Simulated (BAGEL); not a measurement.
# singlet C2H2FSi+, step by step

Wanted: a single-point energy (singlet C2H2FSi+, HF/def2-SV(P)), then the energy (doublet C2H2FSi, NEVPT2(3,2)/def2-SV(P)), then a single-point energy (doublet C2H2FSi, CASPT2(3,2)/def2-SV(P)) of C2H2FSi. 

Program for the calculation: BAGEL 1.2.2.

### Step 1. The system as given

C2H2FSi+: 6 atoms, total charge +1, spin state singlet. As SMILES of the parent species, `C#C[SiH]F`. The Si3–H6 distance was set to 2.821 Å, away from the relaxed value. That shape belongs to the parent species and isn't relaxed for this state. At this shape a bond of the SMILES string is far longer than usual.

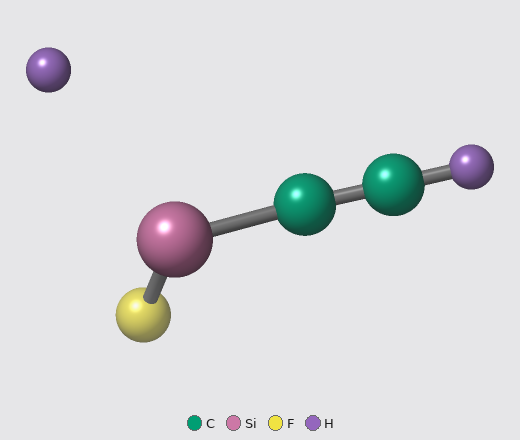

Viewed from a chosen angle; carbon teal, silicon pink, fluorine yellow, hydrogen purple.

### Step 2. A single-point energy at HF/def2-SV(P) (density fitting with svp-jkfit) (run 1)

Contents of hf.json:

```json
{ "bagel" : [

{
  "title" : "molecule",
  "basis" : "def2-sv_p_.json",
  "df_basis" : "svp-jkfit",
  "angstrom" : false,
  "geometry" : [
    { "atom" : "C", "xyz" : [  1.06575829, -3.66223632, -3.16274391 ] },
    { "atom" : "C", "xyz" : [  1.07010466, -2.78105703, -1.05456544 ] },
    { "atom" : "Si", "xyz" : [  1.48187598, -1.49528737,  2.08030122 ] },
    { "atom" : "F", "xyz" : [ -0.06070745, -3.15635663,  4.07963146 ] },
    { "atom" : "H", "xyz" : [  1.03212117, -4.43551225, -5.02336825 ] },
    { "atom" : "H", "xyz" : [ -0.29687597,  3.52320539,  2.35138622 ] }
  ]
},
{
  "title" : "hf",
  "charge" : 1
},
{
  "title" : "print",
  "file" : "orbitals.molden",
  "orbitals" : true
}

]}
```

The basis set def2-SV(P) is read from a file made from the Basis Set Exchange's data (not shown).

The run is started by

```sh
BAGEL_NUM_THREADS=1 BAGEL hf.json > hf.out
```

Standard output:

```text
* using 1 threads per process

  ===============================================================
  ===============================================================

  *** Geometry ***

  { "atom" : "C", "xyz" : [      1.065758,     -3.662236,     -3.162744 ] },
  { "atom" : "C", "xyz" : [      1.070105,     -2.781057,     -1.054565 ] },
  { "atom" : "Si", "xyz" : [      1.481876,     -1.495287,      2.080301 ] },
  { "atom" : "F", "xyz" : [     -0.060707,     -3.156357,      4.079631 ] },
  { "atom" : "H", "xyz" : [      1.032121,     -4.435512,     -5.023368 ] },
  { "atom" : "H", "xyz" : [     -0.296876,      3.523205,      2.351386 ] },

  Number of auxiliary basis functions:      391

  Since a DF basis is specified, we compute 2- and 3-index integrals:
    o Being stored without compression. Storage requirement is 0.013 GB

  Number of basis functions:       64
  Number of electrons      :       37

    * METHOD: MOLECULE                             0.12

  *** RHF ***

  === Nuclear Repulsion ===
   127.0755031590

      * DIIS with orbital gradients will be used.

  === RHF iteration (def2-sv_p_.json) ===
      0       -464.31788526          0.02422842           0.03
      1       -464.44570793          0.01674235           0.03
      2       -464.52200497          0.00237238           0.03
      3       -464.52410599          0.00108004           0.03
      4       -464.52454177          0.00026895           0.03
      5       -464.52457969          0.00012542           0.03
      6       -464.52459340          0.00007247           0.03
      7       -464.52460165          0.00002857           0.03
      8       -464.52460284          0.00001415           0.03
      9       -464.52460307          0.00000830           0.03
     10       -464.52460313          0.00000302           0.03
     11       -464.52460314          0.00000147           0.03
     12       -464.52460314          0.00000057           0.03
     13       -464.52460314          0.00000026           0.03
     14       -464.52460314          0.00000008           0.03
     15       -464.52460314          0.00000004           0.03
     16       -464.52460314          0.00000002           0.03
     17       -464.52460314          0.00000001           0.03
    * SCF iteration converged.

    * Permanent dipole moment:
           (   -0.576330,    -1.836899,     0.565210) a.u.

    * METHOD: HF                                   0.67

    * METHOD: PRINT                                0.01

  ===============================================================
```

It took 0.93 s on 1 thread of Arm Neoverse V1, shared host; peak memory 0.14 GiB.

### Step 3. Doublet neutral C2H2FSi: the energy at NEVPT2(3,2)/def2-SV(P) (density fitting with svp-jkfit) (run 2)

Contents of job.json:

```json
{ "bagel": [

{
  "title": "molecule",
  "basis": "def2-sv_p_.json",
  "df_basis": "svp-jkfit",
  "geometry": [
    { "atom": "C", "xyz": [  1.06575829, -3.66223632, -3.16274391 ] },
    { "atom": "C", "xyz": [  1.07010466, -2.78105703, -1.05456544 ] },
    { "atom": "Si", "xyz": [  1.48187598, -1.49528737,  2.08030122 ] },
    { "atom": "F", "xyz": [ -0.06070745, -3.15635663,  4.07963146 ] },
    { "atom": "H", "xyz": [  1.03212117, -4.43551225, -5.02336825 ] },
    { "atom": "H", "xyz": [ -0.29687597,  3.52320539,  2.35138622 ] }
  ]
},
{
  "title": "hf",
  "charge": 1
},
{
  "title": "casscf",
  "nstate": 1,
  "nact": 2,
  "nclosed": 17,
  "nspin": 1,
  "active": [18, 19],
  "maxiter": 200,
  "natocc": true
},
{
  "title": "nevpt2",
  "nstate": 1,
  "nact": 2,
  "nclosed": 17,
  "nspin": 1,
  "active": [18, 19],
  "maxiter": 200,
  "natocc": true,
  "ncore": 8
},
{
  "title": "print",
  "file": "orbitals.molden",
  "orbitals": true
}

]}
```

The basis set def2-SV(P) is read from a file made from the Basis Set Exchange's data (not shown).

The run is started by

```sh
BAGEL_NUM_THREADS=1 BAGEL job.json > job.out
```

Standard output:

```text
* using 1 threads per process

  ===============================================================
  ===============================================================

  *** Geometry ***

  { "atom" : "C", "xyz" : [      1.065758,     -3.662236,     -3.162744 ] },
  { "atom" : "C", "xyz" : [      1.070105,     -2.781057,     -1.054565 ] },
  { "atom" : "Si", "xyz" : [      1.481876,     -1.495287,      2.080301 ] },
  { "atom" : "F", "xyz" : [     -0.060707,     -3.156357,      4.079631 ] },
  { "atom" : "H", "xyz" : [      1.032121,     -4.435512,     -5.023368 ] },
  { "atom" : "H", "xyz" : [     -0.296876,      3.523205,      2.351386 ] },

  Number of auxiliary basis functions:      391

  Since a DF basis is specified, we compute 2- and 3-index integrals:
    o Being stored without compression. Storage requirement is 0.013 GB

  Number of basis functions:       64
  Number of electrons      :       37

    * METHOD: MOLECULE                             0.12

  *** RHF ***

  === Nuclear Repulsion ===
   127.0755031590

      * DIIS with orbital gradients will be used.

  === RHF iteration (def2-sv_p_.json) ===
      0       -464.31788526          0.02422842           0.03
      1       -464.44570793          0.01674235           0.03
      2       -464.52200497          0.00237238           0.03
      3       -464.52410599          0.00108004           0.03
      4       -464.52454177          0.00026895           0.03
      5       -464.52457969          0.00012542           0.03
      6       -464.52459340          0.00007247           0.03
      7       -464.52460165          0.00002857           0.03
      8       -464.52460284          0.00001415           0.03
      9       -464.52460307          0.00000830           0.03
     10       -464.52460313          0.00000302           0.03
     11       -464.52460314          0.00000147           0.03
     12       -464.52460314          0.00000057           0.03
     13       -464.52460314          0.00000026           0.03
     14       -464.52460314          0.00000008           0.03
     15       -464.52460314          0.00000004           0.03
     16       -464.52460314          0.00000002           0.03
     17       -464.52460314          0.00000001           0.03
    * SCF iteration converged.

    * Permanent dipole moment:
           (   -0.576330,    -1.836899,     0.565210) a.u.

    * METHOD: HF                                   0.59

  ---------------------------
      CASSCF calculation
  ---------------------------

    ==== Active orbitals : =====
         Orbital 18
         Orbital 19
    ============================

    * nstate   :      1
    * nclosed  :     17
    * nact     :      2
    * nvirt    :     45
  === CASSCF iteration (def2-sv_p_.json) ===

    * Using the second-order algorithm

      0  0      -464.85367556     1.40e-02      0.01

      1  0      -464.89513744     2.99e-03      0.16

      2  0      -464.89731781     8.01e-04      0.16

      3  0      -464.89734276     1.26e-03      0.16

      4  0      -464.89734674     2.33e-04      0.19

      5  0      -464.89734184     1.78e-03      0.14

      6  0      -464.89734701     2.26e-05      0.73

      7  0      -464.89734598     6.48e-04      0.20

      8  0      -464.89734696     4.62e-05      0.41

      9  0      -464.89733846     2.06e-03      0.35

     10  0      -464.89734475     7.76e-04      0.98

     11  0      -464.89733530     2.54e-03      1.13

     12  0      -464.89734703     4.81e-05      1.38

     13  0      -464.89733906     2.20e-03      0.26
[... 25 lines of this table left out ...]
     26  0      -464.89734414     4.11e-04      1.28

     27  0      -464.89734558     8.51e-04      0.54

     28  0      -464.89734630     3.67e-04      0.87

     29  0      -464.89734679     3.78e-04      0.60

     30  0      -464.89734702     1.29e-05      0.70

     31  0      -464.89734706     1.18e-04      0.48

     32  0      -464.89732175     3.90e-03      0.53

  ERROR: EXCEPTION RAISED:  max size reached in AugHess
```

It took 20 s on 1 thread of Arm Neoverse V1, shared host; peak memory 0.14 GiB.

The iterations ended before the threshold was met.

### Step 4. Doublet neutral C2H2FSi: the energy at CASPT2(3,2)/def2-SV(P) (density fitting with svp-jkfit) (run 3)

Contents of caspt2.json:

```json
{ "bagel": [

{
  "title": "molecule",
  "basis": "def2-sv_p_.json",
  "df_basis": "svp-jkfit",
  "geometry": [
    { "atom": "C", "xyz": [     1.06575829,    -3.66223632,    -3.16274391 ] },
    { "atom": "C", "xyz": [     1.07010466,    -2.78105703,    -1.05456544 ] },
    { "atom": "Si", "xyz": [     1.48187598,    -1.49528737,     2.08030122 ] },
    { "atom": "F", "xyz": [    -0.06070745,    -3.15635663,     4.07963146 ] },
    { "atom": "H", "xyz": [     1.03212117,    -4.43551225,    -5.02336825 ] },
    { "atom": "H", "xyz": [    -0.29687597,     3.52320539,     2.35138622 ] }
  ]
},

{ "title": "hf", "charge": 1 },

{ "title": "casscf", "nstate": 1, "nact": 2, "nclosed": 17, "nspin": 1, "active": [18, 19], "maxiter": 200, "natocc": true },

{ "title": "print", "file": "orbitals.molden", "orbitals": true },

{ "title": "smith", "method": "caspt2", "ms": true, "xms": true, "sssr": true, "shift": 0.2, "shift_imag": true, "ncore": 8 }

]}
```

The basis set def2-SV(P) is read from a file made from the Basis Set Exchange's data (not shown).

The run is started by

```sh
BAGEL_NUM_THREADS=1 BAGEL caspt2.json > caspt2.out
```

Standard output:

```text
* using 1 threads per process

  ===============================================================
  ===============================================================

  *** Geometry ***

  { "atom" : "C", "xyz" : [      1.065758,     -3.662236,     -3.162744 ] },
  { "atom" : "C", "xyz" : [      1.070105,     -2.781057,     -1.054565 ] },
  { "atom" : "Si", "xyz" : [      1.481876,     -1.495287,      2.080301 ] },
  { "atom" : "F", "xyz" : [     -0.060707,     -3.156357,      4.079631 ] },
  { "atom" : "H", "xyz" : [      1.032121,     -4.435512,     -5.023368 ] },
  { "atom" : "H", "xyz" : [     -0.296876,      3.523205,      2.351386 ] },

  Number of auxiliary basis functions:      391

  Since a DF basis is specified, we compute 2- and 3-index integrals:
    o Being stored without compression. Storage requirement is 0.013 GB

  Number of basis functions:       64
  Number of electrons      :       37

    * METHOD: MOLECULE                             0.12

  *** RHF ***

  === Nuclear Repulsion ===
   127.0755031590

      * DIIS with orbital gradients will be used.

  === RHF iteration (def2-sv_p_.json) ===
      0       -464.31788526          0.02422842           0.03
      1       -464.44570793          0.01674235           0.03
      2       -464.52200497          0.00237238           0.03
      3       -464.52410599          0.00108004           0.03
      4       -464.52454177          0.00026895           0.03
      5       -464.52457969          0.00012542           0.03
      6       -464.52459340          0.00007247           0.03
      7       -464.52460165          0.00002857           0.03
      8       -464.52460284          0.00001415           0.03
      9       -464.52460307          0.00000830           0.03
     10       -464.52460313          0.00000302           0.03
     11       -464.52460314          0.00000147           0.03
     12       -464.52460314          0.00000057           0.03
     13       -464.52460314          0.00000026           0.03
     14       -464.52460314          0.00000008           0.03
     15       -464.52460314          0.00000004           0.03
     16       -464.52460314          0.00000002           0.03
     17       -464.52460314          0.00000001           0.03
    * SCF iteration converged.

    * Permanent dipole moment:
           (   -0.576330,    -1.836899,     0.565210) a.u.

    * METHOD: HF                                   0.63

  ---------------------------
      CASSCF calculation
  ---------------------------

    ==== Active orbitals : =====
         Orbital 18
         Orbital 19
    ============================

    * nstate   :      1
    * nclosed  :     17
    * nact     :      2
    * nvirt    :     45
  === CASSCF iteration (def2-sv_p_.json) ===

    * Using the second-order algorithm

      0  0      -464.85367556     1.40e-02      0.01

      1  0      -464.89513744     2.99e-03      0.16

      2  0      -464.89731781     8.01e-04      0.18

      3  0      -464.89734276     1.26e-03      0.19

      4  0      -464.89734674     2.33e-04      0.21

      5  0      -464.89734184     1.78e-03      0.15

      6  0      -464.89734701     2.26e-05      0.80

      7  0      -464.89734598     6.48e-04      0.22

      8  0      -464.89734696     4.62e-05      0.45

      9  0      -464.89733846     2.06e-03      0.40

     10  0      -464.89734475     7.76e-04      1.02

     11  0      -464.89733530     2.54e-03      1.11

     12  0      -464.89734703     4.81e-05      1.37

     13  0      -464.89733906     2.20e-03      0.27
[... 25 lines of this table left out ...]
     26  0      -464.89734414     4.11e-04      1.33

     27  0      -464.89734558     8.51e-04      0.59

     28  0      -464.89734630     3.67e-04      0.90

     29  0      -464.89734679     3.78e-04      0.61

     30  0      -464.89734702     1.29e-05      0.72

     31  0      -464.89734706     1.18e-04      0.50

     32  0      -464.89732175     3.90e-03      0.55

  ERROR: EXCEPTION RAISED:  max size reached in AugHess
```

Run time: 21 s. Hardware: 1 thread of Arm Neoverse V1, shared host; peak memory 0.14 GiB.

The iterations ended before the threshold was met.

### Step 5. Results

```
                           quantity                      value
 run 1, HF/def2-SV(P): total energy              -464.52460 Eh
  run 1, HF/def2-SV(P): HOMO energy                  -16.04 eV
  run 1, HF/def2-SV(P): LUMO energy                   -8.62 eV
run 1, HF/def2-SV(P): HOMO–LUMO gap                    7.42 eV
     doublet neutral C2H2FSi, run 2  no result (not converged)
     doublet neutral C2H2FSi, run 3  no result (not converged)
```

2 of the 3 runs did not end normally.
